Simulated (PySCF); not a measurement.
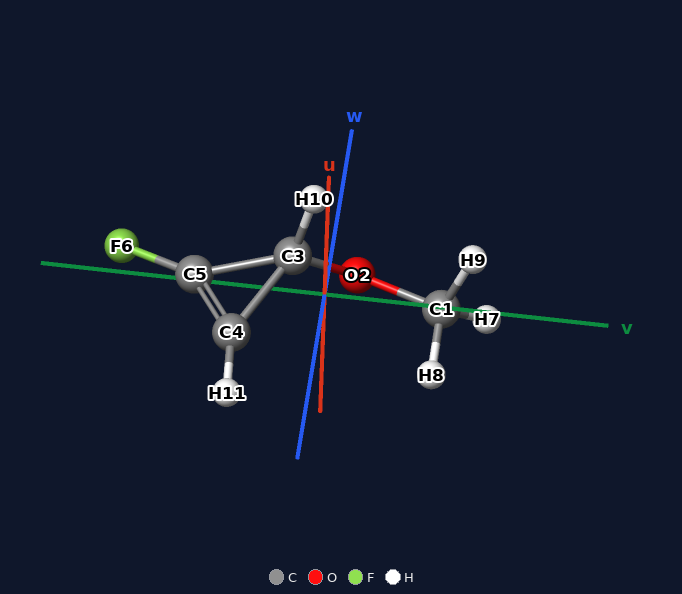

The lines u, v and w are the principal axes of the static dipole polarisability. The computed structure is the end point of a GFN2-xTB optimisation. No frequency run is at hand to confirm it as a minimum. Method: CAM-B3LYP/def2-SVPD (PySCF 2.14.0).

### Along which axis is the molecule most polarisable, and along which least?

Most along v (close to the long direction C1···F6), least along u.

### Give the three principal values.

u 42.2, v 60.6, w 50.1 bohr³; mean 51.0, anisotropy 16.0 bohr³.
